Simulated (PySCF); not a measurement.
```xyz
11

O     2.3312   -0.3586    0.3797
Si    1.0061    0.1273   -0.4120
N    -0.1544    1.0587    0.4936
Si   -1.5169    0.0305    0.1633
N    -0.3063   -1.0127   -0.5224
H     2.2345   -0.7709    1.2348
H     1.5414    0.6879   -1.6354
H    -0.1225    2.0138    0.7964
H    -2.4743    0.5695   -0.7997
H    -2.1275   -0.5143    1.3721
H    -0.4059   -1.8285   -1.0963
```

Geometry: GFN2-xTB.

Theory: PySCF, PBE0/pcSseg-1, SCF density, gas phase, non-relativistic.

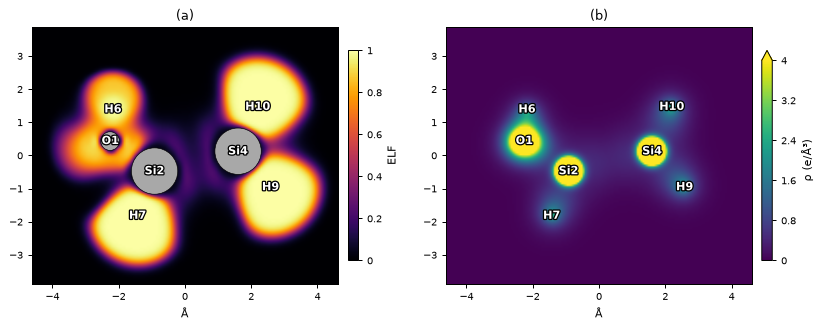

H6N2OSi2 (SMILES O[SiH]1N[SiH2]N1). (a) electron localisation function; (b) electron density on the plane of atoms O1, Si2 and H7. Grey discs cover the atomic cores in the ELF map.

### Read the bonding off the picture.

- The plane passes through O, Si and H nuclei.
- Si–O (1.62 Å): the density is about 1.2 e/Å³ at the midpoint; the ELF peaks at about 0.85 between the atoms, as expected for a polar covalent bond.
- O–H (0.95 Å): the density is about 3.7 e/Å³ at the midpoint; the ELF climbs to about 1 towards the hydrogen, as it does in any bond to H: an ordinary covalent bond to hydrogen.
- Si–H (1.45 Å): ρ is about 0.85 e/Å³ halfway; the ELF climbs to about 1 towards the hydrogen.
- The ELF also peaks beside O1, away from the bonds: lone-pair regions.
